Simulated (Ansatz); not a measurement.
Band structure of CaS (Fm-3m, 2 atoms in the cell).

```xyz
2
Lattice="0.0000 2.8450 2.8450 2.8450 0.0000 2.8450 2.8450 2.8450 0.0000" Properties=species:S:1:pos:R:3 pbc="T T T"
Ca     0.0000     0.0000     0.0000
S      2.8450     2.8450     2.8450
```

Computed with PBE (plane waves, PAW; Ansatz, a program for electronic structure).

Settings: kpoints.mp_grid.grid = 10 10 10; hamiltonian.xc = pbe; hamiltonian.pseudopotentials = {kind: paw} (the program's default PAW files); scf.occupations.method = fermi_dirac; scf.occupations.width = 0.0015 Ry; kpoints.band_path.npoints = 8.

The starting cell has typed, rounded lattice constants, without a prior relaxation at this level.

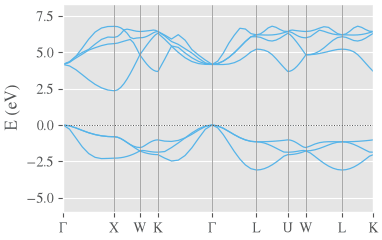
Fig. 1. Bands along the path, energies from the top of the valence band on the path.

Read off roughly the gap and where its edges lie.

The gap along the path is about 2.4 eV (computed: 2.36 eV), from Γ to X; the smallest direct gap on it is 3.16 eV.

Levels in eV from the top of the valence band on the path, bands 5 to 11:
```tsv
point	5	6	7	8	9	10	11
Γ	-11.33	0.00	0.00	0.00	4.16	4.16	4.16
X	-10.70	-2.28	-0.81	-0.81	2.36	5.60	6.03
W	-10.59	-1.78	-1.78	-1.55	4.83	4.83	6.00
K	-10.60	-2.04	-1.87	-1.02	3.68	6.31	6.43
L	-10.52	-3.10	-1.16	-1.16	5.22	6.07	6.20
U	-10.60	-2.04	-1.87	-1.02	3.68	6.31	6.43
```

Keys are those of Ansatz 0.2.
